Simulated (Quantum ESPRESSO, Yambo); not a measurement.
# CdF2 (Fm-3m): G0W0 with Yambo, start to end, part 3 of 3

How does a plane-wave GW calculation on CdF2 (Fm-3m) run from the first input to the gap?

Quantum ESPRESSO 7.5 and Yambo 5.3.0; PBE and many-body steps on it, plane waves. Known limits of the many-body steps: not at the basis limit; d shell near the gap, gap tends to lie low; no spin-orbit coupling; coarse k mesh.

So far. Step 3 (Bands along the symmetry lines): The gap is 3.124 eV, −0.019 eV from the run before at this level. Step 4 (Empty states on the mesh, 4×4×4 mesh, 105 bands): On this mesh the gap is 3.124 eV.

### Step 6. Screening and self-energy, 4×4×4 mesh, 105 bands, screening to 163.3 eV

G0W0 replaces the xc potential by the self-energy, built once from these orbitals. Only a window of levels is corrected, while the sums run over the empty bands that the input names.

This step: G0W0 on PBE, plane waves, norm-conserving pseudopotentials.

File gw1.in:

```
HF_and_locXC
gw0
dyson
ppa
em1d
rim_cut
RandQpts= 1000000
RandGvec= 1 RL
EXXRLvcs= 94 Ry
VXCRLvcs= 376 Ry
Chimod= "HARTREE"
% BndsRnXp
 1 | 105 |
%
NGsBlkXp= 12 Ry
% LongDrXp
 1 | 1 | 1 |
%
% GbndRnge
 1 | 105 |
%
DysSolver= "n"
ExtendOut
PPAPntXp= 27.21138 eV
% QPkrange
 8 | 8 | 16 | 19 |
 1 | 1 | 16 | 19 |
%
```

Run with:

```console
$ OMP_NUM_THREADS=1 mpirun -n 4 yambo -F gw1.in -J gw1 -C gw1 > gw1.log
```

Output:

```text
 Yambo, version 5.3.0

 [02] CORE Variables Setup
 =========================

  [... cell, symmetries and grids as in the set-up ...]

  [02.05] Energies & Occupations
  ==============================

  [X] === General ===
  [X] Electronic Temperature                        :  0.000000  0.000000 [eV K]
  [X] Bosonic    Temperature                        :  0.000000  0.000000 [eV K]
  [X] Finite Temperature mode                       : no
  [X] El. density                                   :  0.86947E+24 [cm-3]
  [X] Fermi Level                                   :  6.529887 [eV]

  [X] === Gaps and Widths ===
  [X] Conduction Band Min                           :  3.123994 [eV]
  [X] Valence Band Max                              :  0.000000 [eV]
  [X] Filled Bands                                  :  17
  [X] Empty Bands                                   :   18  105
  [X] Direct Gap                                    :  3.619366 [eV]
  [X] Direct Gap localized at k                     :  1
  [X] Indirect Gap                                  :  3.123994 [eV]
  [X] Indirect Gap between kpts                     :   8   1
  [X] Last valence band width                       :  0.495373 [eV]
  [X] 1st conduction band width                     :  4.976967 [eV]

 [03] Transferred momenta grid and indexing
 ==========================================

 IBZ Q-points                                      :   8
 BZ  Q-points                                      :   64

 K/Q-points units:
 rlu = crystal or reduced units; cc = cartesian coordinates; iku = interal k-units

 Q [1]          [rlu]:  0.000000  0.000000  0.000000
 Q [2]          [rlu]: -0.36046E-16 -0.36046E-16  0.25000
 Q [3]          [rlu]:  0.72092E-16  0.72092E-16 -0.50000
 Q [4]          [rlu]: -0.65886E-17  0.25000      0.25000
 Q [5]          [rlu]:  0.60598E-16  0.25000      0.50000
 Q [6]          [rlu]:  0.72092E-16  0.25000     -0.25000
 Q [7]          [rlu]:  0.13177E-16 -0.50000     -0.50000
 Q [8]          [rlu]:  0.250000 -0.500000 -0.250000

 [04] Coloumb potential Random Integration (RIM)
 ===============================================

  [04.01] RIM initialization
  ==========================

  * Diagonal components only detected *

  8 x (sBL volume)        :  0.117498 [a.u.]
  sBZ random points       :  1000000
  Points outside the sBZ  :   7968281
  RL volume               :  0.939984 [a.u.]
  Integrated volume       :  0.943725 [a.u.]

  [04.02] RIM integrals
  =====================

  Gamma point sphere radius             :  0.088844 [a.u.]
  Points outside the sphere             :   800476
  [Int_sBZ(q=0) 1/q^2]*(Vol_sBZ)^(-1/3) =:  7.776341
                                 should be <:  7.795600

  Summary of Coulomb integrals for non-metallic bands |Q|[au] RIM/Bare

  Q [1] 0.100000E-4 0.997530 * Q [2] 0.267211 1.068862
  Q [4] 0.308548 1.067204 * Q [6] 0.436353 1.029264
  Q [5] 0.511670 1.022872 * Q [3] 0.534422 1.020326
  Q [7] 0.617097 1.017560 * Q [8] 0.689935 1.014592

 [05] Dipoles
 ============

  [05.01] Setup: observables and procedures
  =========================================

 [06] Dynamic Dielectric Matrix (PPA)
 ====================================

 [WR./gw1//ndb.pp]---------------------------------------------------------------
  Brillouin Zone Q/K grids (IBZ/BZ)                :    8   64    8   64
  RL vectors                                       :   4957 [WF]
  Coulomb cutoff potential                         : none
  Electronic Temperature                           :  0.000000 [K]
  Bosonic    Temperature                           :  0.000000 [K]
  PPA    diel. fun.  energies                      : Perdew, Burke & Ernzerhof(X)+Perdew, Burke & Ernzerhof(C)
  wavefunctions                                    : Perdew, Burke & Ernzerhof(X)+Perdew, Burke & Ernzerhof(C)
  Global Gauge                                     : length
  X matrix size                                    :  181
  X band range                                     :    1  105
  X e/h energy range                               : -1.000000 -1.000000 [eV]
  X Time ordering                                  : R
  X Hxc Kernel                                     : HARTREE
  X Drude frequency                                :  0.000000  0.000000
  X poles                                          :  100.0000 [o/o]
  RL vectors in the sum                            :   4957
  [r,Vnl] included                                 : yes
  Field direction                                  :  0.577350E-5  0.577350E-5  0.577350E-5
  BZ energy Double Grid                            : no
  BZ energy DbGd points                            : 0
  BZ Q point size factor                           : -1.000000
  X Optical Averaged directions                    : none

 [07] Local Exchange-Correlation + Non-Local Fock
 ================================================

 [VXC] Plane waves :   32647
 [EXS] Plane waves :   4111

 QP @ state[ 1 ] K range:  1  1
 QP @ state[ 1 ] b range:  16  19
 QP @ state[ 2 ] K range:   8   8
 QP @ state[ 2 ] b range:  16  19

 [xc] Functional : Perdew, Burke & Ernzerhof(X)+Perdew, Burke & Ernzerhof(C)
 [xc] LIBXC used to calculate xc functional
  PP Number of Atomic Species                      :  2
  NLCC RL compoments                               :   32647
  PP Number of Atomic Species                      :  2
  NLCC RL compoments                               :   32647

 [xc] E_xc :  -24.65860 [Ha]
      E_xc :  -49.31721 [Ry]

  Local XC kind (lXC) : Perdew, Burke & Ernzerhof(X)+Perdew, Burke & Ernzerhof(C)
  Non-Local XC kind (nlXC) : Hartree-Fock

  Corrections @ K [1] :  [eV]
 <16|nlXC|16> = -32.30954  0.11233E-16 <16|lXC|16> = -24.99307 -0.37763E-15
 <17|nlXC|17> = -32.30948 -0.23849E-16 <17|lXC|17> = -24.99307 -0.75044E-19
 <18|nlXC|18> = -7.995139 -0.96993E-18 <18|lXC|18> = -12.40280  0.18880E-15
 <19|nlXC|19> = -4.691563  0.87478E-19 <19|lXC|19> = -10.20232  0.83547E-20

  Corrections @ K [8] :  [eV]
 <16|nlXC|16> = -30.55526 -0.28454E-17 <16|lXC|16> = -23.13818 -0.94408E-16
 <17|nlXC|17> = -31.56145  0.68304E-18 <17|lXC|17> = -24.39237 -0.36147E-16
 <18|nlXC|18> = -10.76549 -0.24098E-17 <18|lXC|18> = -16.75171 -0.14162E-15
 <19|nlXC|19> = -6.369105 -0.22875E-18 <19|lXC|19> = -10.95815  0.47203E-16

  [07.01] Hartree-Fock occupations report
  =======================================

  [Hartree-Fock] === General ===
  [Hartree-Fock] Electronic Temperature             :  0.000000  0.000000 [eV K]
  [Hartree-Fock] Bosonic    Temperature             :  0.000000  0.000000 [eV K]
  [Hartree-Fock] Finite Temperature mode            : no
  [Hartree-Fock] El. density                        :  0.86947E+24 [cm-3]
  [Hartree-Fock] Fermi Level                        :  6.529887 [eV]

  [Hartree-Fock] === Gaps and Widths ===
  [Hartree-Fock] Conduction Band Min                :  4.990525 [eV]
  [Hartree-Fock] Valence Band Max                   : -0.088828 [eV]
  [Hartree-Fock] Filled Bands                       :  17
  [Hartree-Fock] Empty Bands                        :   18  105
  [Hartree-Fock] Direct Gap                         :  5.439230 [eV]
  [Hartree-Fock] Direct Gap localized at k          :  2
  [Hartree-Fock] Indirect Gap                       :  5.079353 [eV]
  [Hartree-Fock] Indirect Gap between kpts          :   7   2
  [Hartree-Fock] Last valence band width            :  7.722962 [eV]
  [Hartree-Fock] 1st conduction band width          :  9.096659 [eV]

 [08] Dyson equation: Newton solver
 ==================================

  [08.01] G0W0 (W PPA)
  ====================

  [  GW  ] Bands range     :    1  105
  [GW/PPA] G damping       :  0.100000 [eV]

  QP @ state[ 1 ] K range:  1  1
  QP @ state[ 1 ] b range:  16  19
  QP @ state[ 2 ] K range:   8   8
  QP @ state[ 2 ] b range:  16  19

   Sc/G bands                                       :    1  105
   Sc/G damping                                     :  0.100000 ev
   Sc bands terminator                              : no
   Sx RL components                                 :   4111

   QP @ state[ 1 ] K range                          :  1  1
   QP @ state[ 1 ] b range                          :  16  19
   QP @ state[ 2 ] K range                          :   8   8
   QP @ state[ 2 ] b range                          :  16  19
   GF energies kind                                 : Perdew, Burke & Ernzerhof(X)+Perdew, Burke & Ernzerhof(C)
   GF WF`s kind                                     : Perdew, Burke & Ernzerhof(X)+Perdew, Burke & Ernzerhof(C)
   Xs energies kind                                 : Perdew, Burke & Ernzerhof(X)+Perdew, Burke & Ernzerhof(C)
   Xs WF`s kind                                     : Perdew, Burke & Ernzerhof(X)+Perdew, Burke & Ernzerhof(C)

 [11] Game Over & Game summary
```

Run time: 58 s. Hardware: 4 MPI ranks of Arm Neoverse V2, shared host; peak memory 1.7 GiB.

This step gave:

| Item | Value |
| --- | --- |
| G0W0 gap on the points computed | 5.313 eV |
| starting gap on the mesh | 3.124 eV |
| k of the valence top | 0.25, -0.5, -0.25 |
| k of the conduction bottom | 0, 0, 0 |
| least direct G0W0 gap on the computed points | 6.069 eV |
| Z at the valence top | 0.7974 |
| Z at the conduction bottom | 0.8703 |

The gap on the mesh goes from 3.12 eV to 5.31 eV, a correction of +2.19 eV.

Limits: finite bands, cutoff and mesh; d shell near the gap, gap tends to lie low; no spin-orbit coupling; coarse k mesh. v1 is the top filled band, c1 the lowest empty one. The levels before and after the correction (eV, zero at the valence-band top of each column):

|  | conduction bottom | valence top |
| --- | --- | --- |
| Kohn-Sham | 3.12 | 0.00 |
| G0W0 | 5.31 | 0.00 |

|  | level | energy (eV) |
| --- | --- | --- |
| Kohn-Sham | Γ v2-v1 | -0.495 |
| Kohn-Sham | Γ c1 | 3.124 |
| Kohn-Sham | Γ c2 | 12.741 |
| Kohn-Sham | (0.25 -0.5 -0.25) v2 | -0.599 |
| Kohn-Sham | (0.25 -0.5 -0.25) v1 | 0.000 |
| Kohn-Sham | (0.25 -0.5 -0.25) c1 | 8.101 |
| Kohn-Sham | (0.25 -0.5 -0.25) c2 | 11.529 |
| G0W0 | Γ v2-v1 | -0.756 |
| G0W0 | Γ c1 | 5.313 |
| G0W0 | Γ c2 | 15.072 |
| G0W0 | (0.25 -0.5 -0.25) v2 | -0.630 |
| G0W0 | (0.25 -0.5 -0.25) v1 | 0.000 |
| G0W0 | (0.25 -0.5 -0.25) c1 | 11.352 |
| G0W0 | (0.25 -0.5 -0.25) c2 | 13.796 |

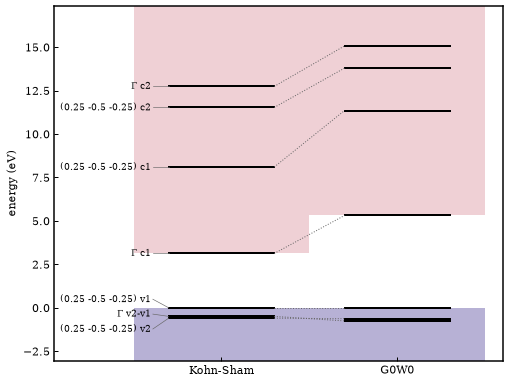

Levels before and after the correction. Shaded: valence and conduction bands.

### Step 7. Where the time went

Times are wall times on the hardware named with each run, good to a factor of about two.

| step | time | share | memory (GiB) |
| --- | --- | --- | --- |
| ground state | 6.2 s | 8 % | 0.29 |
| bands along the symmetry lines | 5 s | 6 % | 0.25 |
| empty states on the mesh | 6.9 s | 9 % | 0.35 |
| conversion and set-up | 2.4 s | 3 % | 0.25 |
| screening and self-energy | 58 s | 74 % | 1.7 |

### Step 8. Results

```json
{
  "PBE gap": "3.12 eV, indirect",
  "G0W0 gap on the mesh": "5.31 eV",
  "GW settings": "4×4×4 mesh, 105 bands, screening to 163.3 eV, Godby-Needs plasmon pole",
  "known limits": "not at the basis limit; d shell near the gap, gap tends to lie low; no spin-orbit coupling; coarse k mesh"
}
```

**Reading.** G0W0 moves the gap on the mesh from 3.12 eV to 5.31 eV (+2.19 eV), with Z of 0.80 and 0.87 at the edges. Only 2 of the mesh's irreducible points were corrected, so a valley elsewhere could overtake. The dearest step here is «screening and self-energy». Bands and cutoff are finite, so the gap is not at the basis limit. The miss can reach some tenths of an eV and take either sign; the mesh is an error of its own. In the G0W0 run levels were corrected at 2 k points alone, so a gap called «on the mesh» is the least over those, and an edge elsewhere would be missed. The 4×4×4 mesh is coarse for this cell, which bears on the long-range parts of exchange and screening. A d shell, filled or nearly so, lies near the gap. One-shot GW converges very slowly in bands there, not always from below, and on a semilocal start the gap tends to come out low; starts rich in exact exchange can overshoot instead. The many-body steps are scalar-relativistic: spin-orbit coupling is not in them.

[Paths, hosts, dates, memory and timing lines, banners, echoed tables and standing remarks are left out of the program output.]

[Logs are printed without paths, hosts, clocks, repeated set-up lines and the standing remarks that a program may print on its own settings, such as how far it seeks lower states.]

[Runs of the session that timed out or met a known fault of the program may be left out.]

[Hosts, paths, dates, database ids (printed as entryN), source tags and the programs' standing remarks are cut or masked in the printed files.]
